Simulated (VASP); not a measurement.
**La2O3: cell size against the level of theory**

Aim: relax La2O3 at several levels and hold each cell against experiment. The levels: LDA, PBE, r2SCAN, PBE + D3(BJ), r2SCAN + rVV10, RPBE, r2SCAN + D4 and optB88-vdW. The start is a computed cell from the Materials Project.

Main program and level: VASP 6.6.1; LDA; plane waves and PAW (La, O), in the first sound run; inputs show where later runs differ.

**Measured values to reproduce.**

“Electronic Percolation Threshold of Self-Standing Ag-LaCoO3 Porous Electrodes for Practical Applications” (2019, pmc:6696329) reports for La2O3, P-3m1 lanthanum oxide, by powder XRD (commercial precursor powder): lattice constant a 0.3937 nm [mixed-phase precursor powder, partly converted to La(OH)3; paper miscalls the phase …]; lattice constant c 0.6132 nm [mixed-phase precursor powder, partly converted to La(OH)3; paper miscalls the phase …].

This is a report of a sequence of runs, with most program output left out.

## Step 1: Set-up

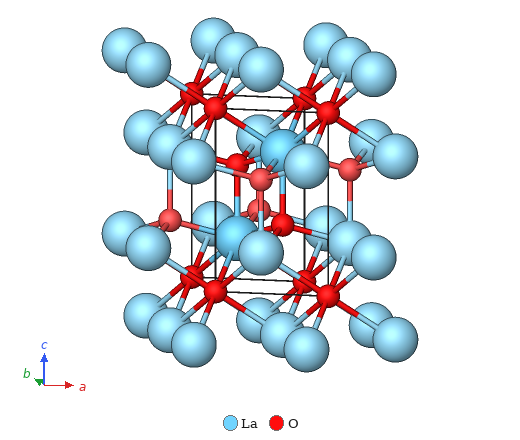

The starting structure, seen slightly off an axis (lanthanum blue, oxygen red). Some periodic images of atoms are drawn too.

Structure file:

```cif
data_structure
_symmetry_space_group_name_H-M 'P-3m1'
_symmetry_Int_Tables_number 164
_cell_length_a 3.9308
_cell_length_b 3.9308
_cell_length_c 6.1120
_cell_angle_alpha 90.000
_cell_angle_beta 90.000
_cell_angle_gamma 120.000
_cell_volume 81.78
loop_
_atom_site_label
_atom_site_type_symbol
_atom_site_symmetry_multiplicity
_atom_site_Wyckoff_symbol
_atom_site_fract_x
_atom_site_fract_y
_atom_site_fract_z
_atom_site_occupancy
La1 La 2 d 0.66667 0.33333 0.75376 1
O1 O 2 d 0.66667 0.33333 0.35411 1
O2 O 1 a 0.00000 0.00000 0.00000 1
```

## Step 2: Relaxation with LDA

The start need not lie at this functional's minimum. ISIF = 3 frees volume, shape and positions, and EDIFFG sets the threshold on forces and stress at which the search stops. LDA, the lowest rung, knows the local density alone.

File INCAR:

```
SYSTEM = La2O3
PREC = Accurate
ENCUT = 560
EDIFF = 1E-06
NELM = 100
ISMEAR = -1
SIGMA = 0.05
LREAL = .FALSE.
ALGO = Normal
GGA = CA
NBANDS = 26
LASPH = .TRUE.
LORBIT = 11
LWAVE = .FALSE.
LCHARG = .FALSE.
KPAR = 4
IBRION = 2
NSW = 60
ISIF = 3
EDIFFG = -0.01
```

File POSCAR:

```
La2O3
1.0
    3.9307778780      0.0000000000      0.0000000000
   -1.9653889390      3.4041534990      0.0000000000
    0.0000000000      0.0000000000      6.1119535200
La O
2 3
Direct
    0.6666666700      0.3333333300      0.7537643200
    0.3333333300      0.6666666700      0.2462356800
    0.6666666700      0.3333333300      0.3541093500
    0.3333333300      0.6666666700      0.6458906500
    0.0000000000      0.0000000000      0.0000000000
```

File KPOINTS:

```
Automatic mesh
0
Gamma
7 7 4
0 0 0
```

Potentials, in the order of the species: La and O (PBE family, release 64).

Started as:

```
$ mpirun -np 4 vasp_std
```

It took 5 min on 4 MPI ranks of AMD EPYC 7R43, shared host; peak memory 0.79 GiB.

The gap is read on the k-mesh alone, so it is an upper bound where the band edges lie off the mesh. The PAW data sets were made with PBE, though LDA sets exist; this is a small mismatch. The run keeps the 12 symmetry operations of its start, so it cannot find a distortion of lower symmetry.

The steps of the relaxation:

```tsv
step	energy less that of the first step (eV)	largest force (eV/Å)	pressure (GPa)	volume (Å³)
1	0.0000	0.1542	-6.20	81.78
2	0.0284	0.8104	8.41	74.52
3	-0.0706	0.2589	-0.18	78.34
4	-0.0706	0.2677	-0.05	78.27
5	-0.0758	0.0428	0.04	77.96
6	-0.0762	0.0404	0.08	77.85
7	-0.0771	0.0451	-0.09	77.89
8	-0.0773	0.0496	-0.25	77.93
9	-0.0775	0.0546	0.28	77.65
10	-0.0776	0.0382	0.09	77.74
11	-0.0778	0.0126	0.04	77.73
12	-0.0778	0.0073	0.03	77.73
```

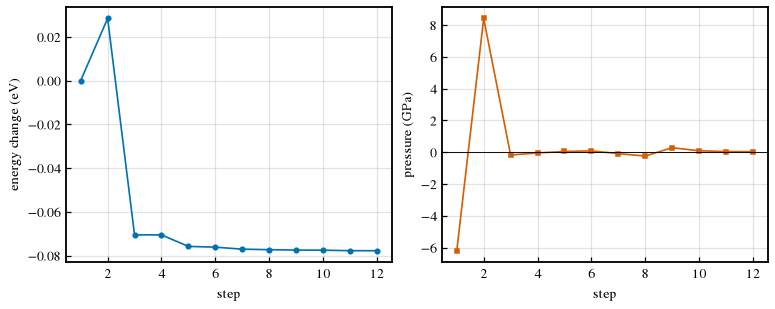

Energy and pressure along the relaxation.

```tsv
conventional cell, symmetrised	before	after	change
a (Å)	3.931	3.884	-1.2 %
b (Å)	3.931	3.884	-1.2 %
c (Å)	6.112	5.949	-2.7 %
volume (Å³/atom)	16.36	15.55	-5.0 %
```

The atoms that moved most (Å, as changes of fractional coordinates times the final cell):

```tsv
atom	dx	dy	dz	length
La2	0.000	0.000	-0.014	0.014
La1	0.000	0.000	0.014	0.014
```

Final coordinates:

```xyz
5
Lattice="3.8841 0.0000 0.0000 -1.9420 3.3637 0.0000 0.0000 0.0000 5.9493" Properties=species:S:1:pos:R:3 pbc="T T T"
La    1.9420    1.1212    4.4986
La    0.0000    2.2425    1.4507
O     1.9420    1.1212    2.1031
O     0.0000    2.2425    3.8462
O     0.0000    0.0000    0.0000
```

Numbers from this step:

```
electrons                       : 40
bands                           : 26
irreducible k-points            : 28
symmetry operations             : 12
free energy (TOTEN)             : -46.04 eV
Fermi energy                    : 7.332 eV
pressure                        : 0.03027 GPa
metallic                        : no
valence top at k                : 0.2857, 0.2857, 0.5
conduction bottom at k          : 0.2857, 0.2857, 0
least direct gap at k           : 0.2857, 0.2857, 0
SCF cycles over all ionic steps : 96
gap on the k-mesh               : 3.836 eV
least direct gap on the k-mesh  : 3.961 eV
```

It ends with a largest force of 0.007 eV/Å and a pressure of 0.03 GPa. The conventional cell has a = 3.884 and c = 5.949 Å.

## Step 3: Relaxation with PBE

This step: PBE; plane waves and PAW (La, O) (VASP 6.6.1).

PBE, the usual starting point, adds the gradient of the density.

INCAR, as its differences from that of step 2:

```diff
@@ -9,3 +9,3 @@
 ALGO = Normal
-GGA = CA
+GGA = PE
 NBANDS = 26
```

POSCAR is that of step 2.

KPOINTS is that of step 2.

Started as:

```
$ mpirun -np 4 vasp_std
```

It took 4 min on 4 MPI ranks; peak memory 0.88 GiB; 16 min of CPU time.

Relaxation path:

```tsv
step	energy less that of the first step (eV)	largest force (eV/Å)	pressure (GPa)	volume (Å³)
1	0.0000	0.0121	1.56	81.78
2	-0.0010	0.1662	-1.38	83.68
3	-0.0048	0.0887	-0.04	82.78
4	-0.0058	0.0191	-0.02	82.89
5	-0.0060	0.0285	-0.01	82.95
6	-0.0062	0.0223	0.01	82.95
7	-0.0063	0.0169	0.03	82.95
8	-0.0063	0.0085	-0.01	82.99
```

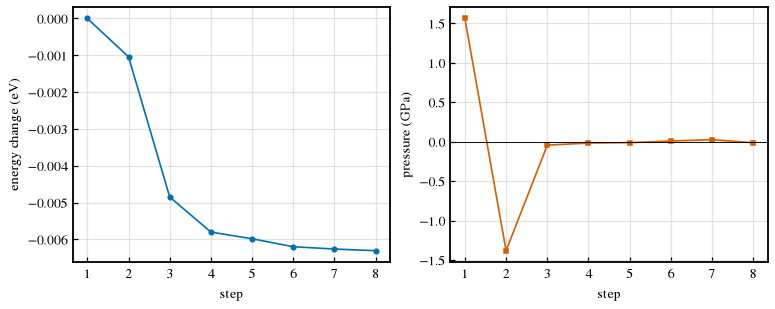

Energy and pressure along the relaxation.

```tsv
conventional cell, symmetrised	before	after	change
a (Å)	3.931	3.937	+0.2 %
b (Å)	3.931	3.937	+0.2 %
c (Å)	6.112	6.182	+1.1 %
volume (Å³/atom)	16.36	16.60	+1.5 %
```

Final coordinates:

```cif
data_structure
_symmetry_space_group_name_H-M 'P 1'
_symmetry_Int_Tables_number 1
_cell_length_a 3.9372
_cell_length_b 3.9372
_cell_length_c 6.1821
_cell_angle_alpha 90.000
_cell_angle_beta 90.000
_cell_angle_gamma 120.000
_cell_volume 82.99
loop_
_atom_site_label
_atom_site_type_symbol
_atom_site_fract_x
_atom_site_fract_y
_atom_site_fract_z
_atom_site_occupancy
La1 La 0.66667 0.33333 0.75280 1
La2 La 0.33333 0.66667 0.24720 1
O3 O 0.66667 0.33333 0.35440 1
O4 O 0.33333 0.66667 0.64560 1
O5 O 0.00000 0.00000 0.00000 1
```

This step gave:

- free energy (TOTEN): -41.83 eV
- Fermi energy: 6.987 eV
- pressure: -0.01385 GPa
- valence top at k: 0.4286, 0, 0.5
- conduction bottom at k: 0.4286, 0, 0
- SCF cycles over all ionic steps: 64
- gap on the k-mesh: 3.905 eV
- least direct gap on the k-mesh: 4.103 eV

It ends at 16.60 Å³/atom, +1.5 % from the start, with -0.01 GPa left. The conventional cell has a = 3.937 and c = 6.182 Å.

## Step 4: Relaxation with r2SCAN

This step: r2SCAN; plane waves and PAW (La, O) (VASP 6.6.1).

r2SCAN adds the kinetic-energy density, costs more than a GGA and is run with LASPH.

INCAR, as its differences from that of step 3:

```diff
@@ -9,5 +9,5 @@
 ALGO = Normal
-GGA = PE
+METAGGA = R2SCAN
+LASPH = .TRUE.
 NBANDS = 26
-LASPH = .TRUE.
 LORBIT = 11
```

POSCAR is that of step 3.

KPOINTS is that of step 3.

Started as:

```
$ mpirun -np 4 vasp_std
```

Run time: 7.6 min. Hardware: 4 MPI ranks; peak memory 0.83 GiB.

The PAW data sets were made with PBE, which is usual practice but a small mismatch for other functionals.

Little changed from the start: no atom moved by 0.005 Å and no cell edge by 0.1 %.

It ends at 16.37 Å³/atom, +0.1 % from the start, with 0.00 GPa left. The conventional cell has a = 3.931 and c = 6.118 Å.

## Step 5: Relaxation with PBE + D3(BJ)

This step: PBE with D3(BJ); plane waves and PAW (La, O) (VASP 6.6.1).

A dispersion term adds the long-range attraction that semilocal functionals lack. D3 with Becke-Johnson damping keeps a finite attraction at short range.

INCAR, as its differences from that of step 4:

```diff
@@ -9,5 +9,6 @@
 ALGO = Normal
-METAGGA = R2SCAN
+GGA = PE
+IVDW = 12
+NBANDS = 26
 LASPH = .TRUE.
-NBANDS = 26
 LORBIT = 11
```

POSCAR is that of step 4.

KPOINTS is that of step 4.

Started as:

```
$ mpirun -np 4 vasp_std
```

Wall time 1.8 min (4 MPI ranks); peak memory 0.91 GiB; 7.1 min of CPU time.

Step by step:

```tsv
step	energy less that of the first step (eV)	largest force (eV/Å)	pressure (GPa)	volume (Å³)
1	0.0000	0.0108	-1.07	81.78
2	0.0000	0.1192	1.10	80.49
3	-0.0023	0.0577	0.01	81.14
4	-0.0023	0.0563	0.00	81.15
5	-0.0024	0.0077	-0.03	81.11
```

```tsv
conventional cell, symmetrised	before	after	change
a (Å)	3.931	3.919	-0.3 %
b (Å)	3.931	3.919	-0.3 %
c (Å)	6.112	6.099	-0.2 %
volume (Å³/atom)	16.36	16.22	-0.8 %
```

Final coordinates:

```xyz
5
Lattice="3.9187 0.0000 0.0000 -1.9594 3.3937 0.0000 0.0000 0.0000 6.0989" Properties=species:S:1:pos:R:3 pbc="T T T"
La    1.9594    1.1312    4.5995
La    0.0000    2.2625    1.4994
O     1.9594    1.1312    2.1596
O     0.0000    2.2625    3.9394
O     0.0000    0.0000    0.0000
```

It ends at 16.22 Å³/atom, -0.8 % from the start, with -0.03 GPa left. The conventional cell has a = 3.919 and c = 6.099 Å. Against plain PBE, the dispersion term moves a by -0.5 % and c by -1.3 %.

## Step 6: Relaxation with r2SCAN + rVV10

This step: r2SCAN with rVV10; plane waves and PAW (La, O) (VASP 6.6.1).

LUSE_VDW switches on a nonlocal correlation term for dispersion.

INCAR, as its differences from that of step 5:

```diff
@@ -9,6 +9,9 @@
 ALGO = Normal
-GGA = PE
-IVDW = 12
+METAGGA = R2SCAN
+LUSE_VDW = .TRUE.
+IVDW_NL = 2
+BPARAM = 11.95
+CPARAM = 0.0093
+LASPH = .TRUE.
 NBANDS = 26
-LASPH = .TRUE.
 LORBIT = 11
```

POSCAR is that of step 5.

KPOINTS is that of step 5.

Started as:

```
$ mpirun -np 4 vasp_std
```

Elapsed: 17 min, on 4 MPI ranks; peak memory 1.5 GiB; 68 min of CPU time.

It ends at 16.22 Å³/atom, -0.8 % from the start, with -0.01 GPa left. The conventional cell has a = 3.926 and c = 6.076 Å. Against plain r2SCAN, the dispersion term moves a by -0.1 % and c by -0.7 %.

## Step 7: Relaxation with RPBE

This step: RPBE; plane waves and PAW (La, O) (VASP 6.6.1).

RPBE by itself binds more weakly than PBE and expands cells.

INCAR, as its differences from that of step 6:

```diff
@@ -9,9 +9,5 @@
 ALGO = Normal
-METAGGA = R2SCAN
-LUSE_VDW = .TRUE.
-IVDW_NL = 2
-BPARAM = 11.95
-CPARAM = 0.0093
+GGA = RP
+NBANDS = 26
 LASPH = .TRUE.
-NBANDS = 26
 LORBIT = 11
```

POSCAR is that of step 6.

KPOINTS is that of step 6.

Started as:

```
$ mpirun -np 4 vasp_std
```

Wall time 4 min (4 MPI ranks); peak memory 0.89 GiB; 16 min of CPU time.

It ends at 17.06 Å³/atom, +4.3 % from the start, with -0.01 GPa left. The conventional cell has a = 3.960 and c = 6.280 Å.

## Step 8: Relaxation with r2SCAN + D4

This step: r2SCAN with D4; plane waves and PAW (La, O) (VASP 6.6.1).

D4 lets the coefficients depend on atomic charges too.

INCAR, as its differences from that of step 7:

```diff
@@ -9,5 +9,10 @@
 ALGO = Normal
-GGA = RP
+METAGGA = R2SCAN
+IVDW = 13
+VDW_S6 = 1
+VDW_S8 = 0.6018749
+VDW_A1 = 0.51559235
+VDW_A2 = 5.77342911
+LASPH = .TRUE.
 NBANDS = 26
-LASPH = .TRUE.
 LORBIT = 11
```

POSCAR is that of step 7.

KPOINTS is that of step 7.

Started as:

```
$ mpirun -np 4 vasp_std
```

Run time: 8.1 min. Hardware: 4 MPI ranks; peak memory 0.85 GiB.

It ends at 16.23 Å³/atom, -0.8 % from the start, with 0.08 GPa left. The conventional cell has a = 3.923 and c = 6.088 Å. Against plain r2SCAN, the dispersion term moves a by -0.2 % and c by -0.5 %.

## Step 9: Relaxation with optB88-vdW

This step: optB88-vdW; plane waves and PAW (La, O) (VASP 6.6.1).

optB88-vdW pairs nonlocal correlation with a B88-type exchange refitted to the binding of molecular dimers.

INCAR, as its differences from that of step 8:

```diff
@@ -9,8 +9,7 @@
 ALGO = Normal
-METAGGA = R2SCAN
-IVDW = 13
-VDW_S6 = 1
-VDW_S8 = 0.6018749
-VDW_A1 = 0.51559235
-VDW_A2 = 5.77342911
+GGA = BO
+AGGAC = 0
+LUSE_VDW = .TRUE.
+PARAM1 = 0.1833333333
+PARAM2 = 0.22
 LASPH = .TRUE.
```

POSCAR is that of step 8.

KPOINTS is that of step 8.

Started as:

```
$ mpirun -np 4 vasp_std
```

The job ended after 5.7 min (4 MPI ranks; peak memory 1.8 GiB).

It ends at 16.45 Å³/atom, +0.6 % from the start, with 0.02 GPa left. The conventional cell has a = 3.937 and c = 6.130 Å.

## Step 10: The cells as a table

This step: relaxed cells at several levels; plane waves and PAW (VASP 6.6.1).

No new run; the numbers come from the runs before.

Lengths are those of the conventional cell; cost is the wall time of each run, as given at its step, times its ranks, without the set-up around it. Results by level, by row:

```tsv
level	volume (Å³/atom)	change from the start (%)	a (Å)	c (Å)	cost (core minutes)
LDA	15.55	-5	3.884	5.949	19.8
PBE	16.6	1.5	3.937	6.182	15.8
r2SCAN	16.37	0.1	3.931	6.118	30.3
PBE + D3(BJ)	16.22	-0.8	3.919	6.099	7.2
r2SCAN + rVV10	16.22	-0.8	3.926	6.076	67.7
RPBE	17.06	4.3	3.96	6.28	16
r2SCAN + D4	16.23	-0.8	3.923	6.088	32.5
optB88-vdW	16.45	0.6	3.937	6.13	22.7
```

## Step 11: Results

```
volume, LDA            : 15.55 Å³/atom
volume, PBE            : 16.60 Å³/atom
volume, r2SCAN         : 16.37 Å³/atom
volume, PBE + D3(BJ)   : 16.22 Å³/atom
volume, r2SCAN + rVV10 : 16.22 Å³/atom
volume, RPBE           : 17.06 Å³/atom
volume, r2SCAN + D4    : 16.23 Å³/atom
volume, optB88-vdW     : 16.45 Å³/atom
```

**Reading.** For La2O3 the levels give volumes between 15.55 Å³/atom (LDA) and 17.06 Å³/atom (RPBE), a spread of 9.7 %, while the cost of the finished runs spans a factor of 9.4. Within 1 % of experiment on every length: PBE, r2SCAN, PBE + D3(BJ), r2SCAN + rVV10, r2SCAN + D4 and optB88-vdW. The nearest, optB88-vdW, took 3.1 times the core time of PBE + D3(BJ) and lowers the largest miss from 0.54 to 0.03 %. Thermal and zero-point expansion, often some tenths of a per cent in length, bear on this order: with the measured lengths lowered by an assumed 0.4 % the nearest becomes PBE + D3(BJ). The costs hold the number of ionic steps as well as the price of the functional. The closing table has room for seven levels; r2SCAN + D4 stands in the table of levels alone. Adding D3(BJ) to PBE changes the volume by -2.3 % (a by -0.5 % and c by -1.3 %). Adding rVV10 to r2SCAN changes the volume by -0.9 % (a by -0.1 % and c by -0.7 %). Adding D4 to r2SCAN changes the volume by -0.9 % (a by -0.2 % and c by -0.5 %). Within 0.02 Å all end in space group P-3m1; the runs can't lower the symmetry of the start. Each is a single relaxation on the plane waves of the start cell, so larger changes of volume carry a basis-set error that was not tested here.

Comparison with the measured values:

| quantity | measured | LDA | PBE | r2SCAN | PBE + D3(BJ) | r2SCAN + rVV10 | RPBE | optB88-vdW |
| --- | --- | --- | --- | --- | --- | --- | --- | --- |
| lattice constant a (Å) | 3.937 | 3.884 (-1.3 %) | 3.937 (+0.0 %) | 3.931 (-0.2 %) | 3.919 (-0.5 %) | 3.926 (-0.3 %) | 3.960 (+0.6 %) | 3.937 (-0.0 %) |
| lattice constant c (Å) | 6.132 | 5.949 (-3.0 %) | 6.182 (+0.8 %) | 6.118 (-0.2 %) | 6.099 (-0.5 %) | 6.076 (-0.9 %) | 6.280 (+2.4 %) | 6.130 (-0.0 %) |

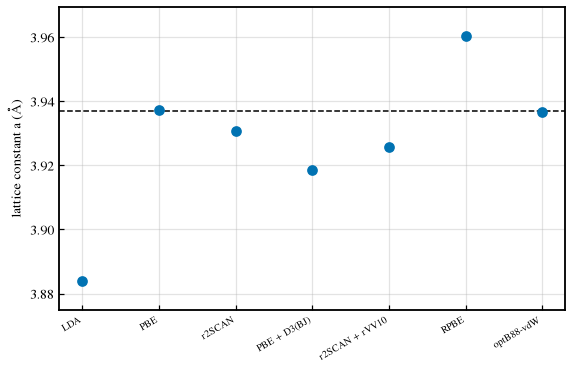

The lattice constant a by level; the dashed line is the measured value.

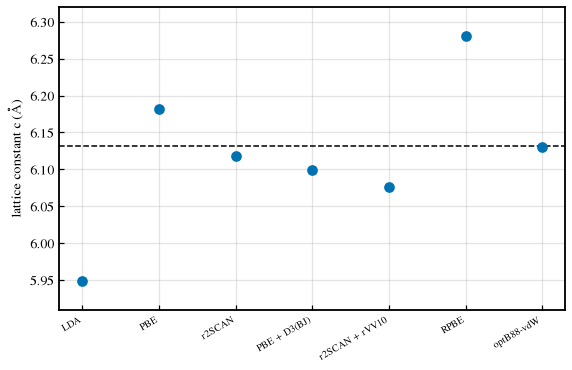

The lattice constant c by level; the dashed line is the measured value.

Measured values from pmc:6696329 (2019).

How well it matches: For the lattice constant a, of the levels listed nearest comes PBE (+0.0 %, good agreement) and farthest LDA (-1.3 %, fair agreement). For the lattice constant c, of the levels listed nearest comes optB88-vdW (-0.0 %, good agreement) and farthest LDA (-3.0 %, a clear miss). The grades are ours: good and fair within 0.7 and 1.5 % for the lattice constant a and 0.8 and 2 % for the lattice constant c. For lattice constants the calculation has a static lattice, without zero-point motion or thermal expansion.

[Lines on the potential files, build, host, timing and source positions are cut from VASP's logs without a mark.]

[Logs are printed without paths, hosts, clocks, repeated set-up lines and the standing remarks that a program may print on its own settings, such as how far it seeks lower states.]

[Hosts, paths, dates, database ids (printed as entryN), source tags and the programs' standing remarks are cut or masked in the printed files.]

[Measured values are set beside computed ones only where the two were judged alike; some that the calculation misses by far are left out.]
